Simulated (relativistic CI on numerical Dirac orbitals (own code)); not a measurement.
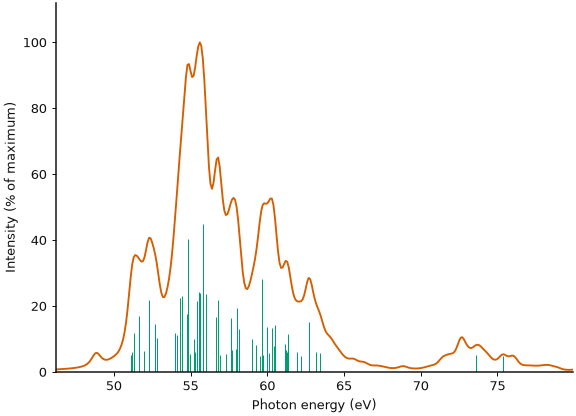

Computed core-level spectrum (absorption) of an ion of charge +4 in a field of Td symmetry with 10Dq = −14,400 cm⁻¹. Sticks are the strongest transitions, on a scale of their own. Multiplet model: relativistic Dirac–Coulomb–Breit theory, one configuration a step, Slater integrals scaled by 1, 300 K, Voigt broadening (Lorentzian 0.6 eV, Gaussian 0.3 eV full widths), computed with a radial Dirac CI code.

Identify the element and the shell or line.

Answer. O₂,₃ X-ray absorption of Pt⁴⁺, initial configuration [Xe] 4f¹⁴ 5d⁶. The main maxima lie at 51.4 eV (35), 52.3 eV (41), 54.9 eV (93), 55.6 eV (100), 56.8 eV (65), 57.8 eV (53), 60.2 eV (53), 61.2 eV (34), 62.7 eV (29), 72.7 eV (11) and 73.7 eV (8), heights in % of the largest; the centroid is at 57.9 eV. The ground state has S = 1.74.

Limits of the model: free-ion energies, so absolute edge positions are off by a few eV from solids; core and valence shell share one n, so the strongest features autoionise and are far broader and can lie several eV off in experiment.
